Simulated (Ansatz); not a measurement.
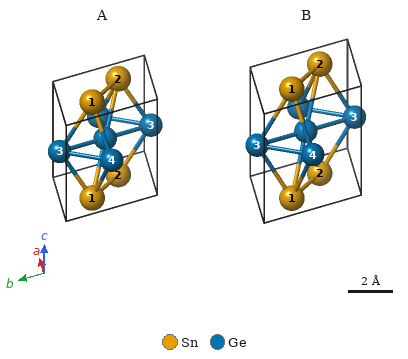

Two geometries of a crystal of Sn2Ge3 (a generated structure, set up in P6/mmm) (coarse preliminary run), drawn at one scale. One is the start of a relaxation, the other its converged end. The picture is a ball-and-stick view of the cell of the calculation, seen from a free direction.

Computed with DFT PBE, scalar-relativistic, plane waves, PAW in Ansatz. Set-up: plane-wave cutoff 420 eV; k-point mesh 6 × 6 × 4; occupations gaussian; smearing width 0.1 eV; no spin polarisation; cell and atoms relaxed; force threshold 0.04 eV/Å; at most 70 steps.

Which one is relaxed?

Answer. Structure B is the relaxed one. Over 5 accepted moves (7 points after the start) the energy falls by 1.914 eV per cell of the calculation. All forces vanish by symmetry, so only the cell relaxes. Pressure: 21.65 GPa at the start and 0.06 GPa at the end. The SCF was repeated twice at an unchanged geometry on a basis and grid sized afresh for the cell, which shifted the energy by 27.6 meV per cell of the calculation at most. No atom moves by more than 0.005 Å relative to the cell. Cell: a = b 5.178 → 5.520 Å (+6.6 %), c 4.735 → 5.388 Å (+13.8 %). Volume +29.3 %. Near-neighbour distances that change, for instance: Ge–Sn 2.800 → 3.130 Å, Sn–Sn 2.990 → 3.187 Å, Ge–Ge 2.589 → 2.760 Å. The space group stays P6/mmm (No. 191). Cost: 63 s on 1 thread of Arm Neoverse V1, with other jobs on the host, peak memory 0.44 GiB.
